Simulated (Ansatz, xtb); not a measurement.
**Ligand exchange: SiH3Cl + CH4S → SiH3(SH) + CH3Cl**

Species: SiH3Cl (chlorosilane) `[SiH3]Cl`, singlet; CH4S (methanethiol) `CS`, singlet; SiH3(SH) (sulfanylsilane), singlet; CH3Cl (chloromethane) `CCl`, singlet. The partners trade Cl for SH: Si–Cl and C–SH bonds give way to Si–SH and C–Cl.

Shapes, held fixed at every level: PBE0-D4/def2-TZVP. Programs: Ansatz 0.2.0, xtb 6.7.1. The zero-point and thermal change to 298 K, harmonic and unscaled (PBE0-D4/def2-TZVP), is -0.7 kJ/mol.

```
                level                   kind  ΔH(298 K) (kJ/mol)  less CCSD(T)/CBS estimate
             GFN0-xTB         semi-empirical                -7.0                      -56.6
        HF/def2-TZVPP           Hartree–Fock               +54.6                       +5.0
    PBE-D4/def2-TZVPP                    GGA               +43.7                       -5.9
 r2SCAN-D4/def2-TZVPP               meta-GGA               +48.2                       -1.4
  BHLYP-D4/def2-TZVPP          global hybrid               +51.3                       +1.7
r2SCAN0-D4/def2-TZVPP          global hybrid               +49.5                       -0.1
     CCSD(T)/def2-SVP  coupled cluster or CI               +50.6                       +1.0
      CCSD/def2-TZVPP  coupled cluster or CI               +50.2                       +0.6
 CCSD(T)/CBS estimate  coupled cluster or CI               +49.6                        0.0
```

The highest level, CCSD(T)/CBS estimate, gives ΔH(298 K) = +49.6 kJ/mol; the levels span -7.0 to +54.6. They disagree on the sign: 8 of 9 are positive. The column of differences is taken from that level and isn't an error. No measured value is set beside it here. The CBS estimate extrapolates MP2 from def2-TZVPP and def2-QZVPP and adds CCSD(T) − MP2 in the triple-zeta set, cores frozen.

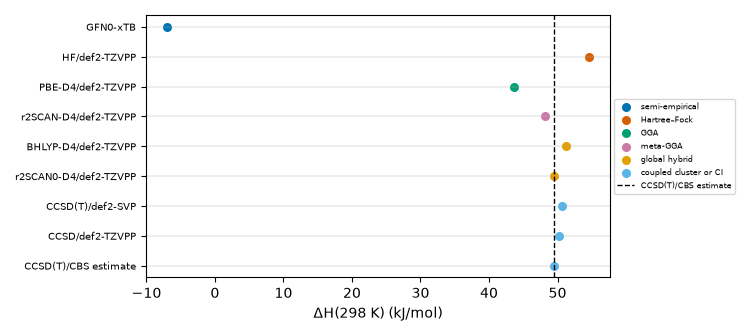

The values of the table, level by level.
